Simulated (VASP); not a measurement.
Band structure of BeS (zinc blende). All values below come from LDA (Ceperley-Alder, Perdew-Zunger), VASP's LDA PAW potentials (set 64) (plane waves; VASP 6.6.1).

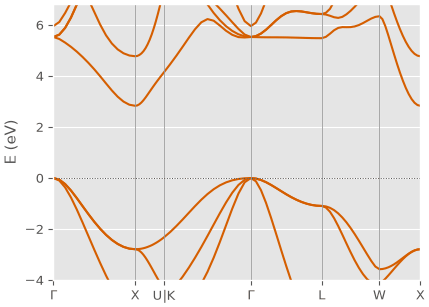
Fig. 1. Bands along high-symmetry lines, zero at the valence-band maximum or, without a gap, the Fermi level

Question: Read the plot: is there a gap, and where are the band edges?

Answer: The gap is indirect, 2.83 eV, from the valence maximum at Γ to the conduction minimum at X. (Edges off the drawn lines would not show.)

The compound is BeS in the zinc blende structure. It was relaxed first.
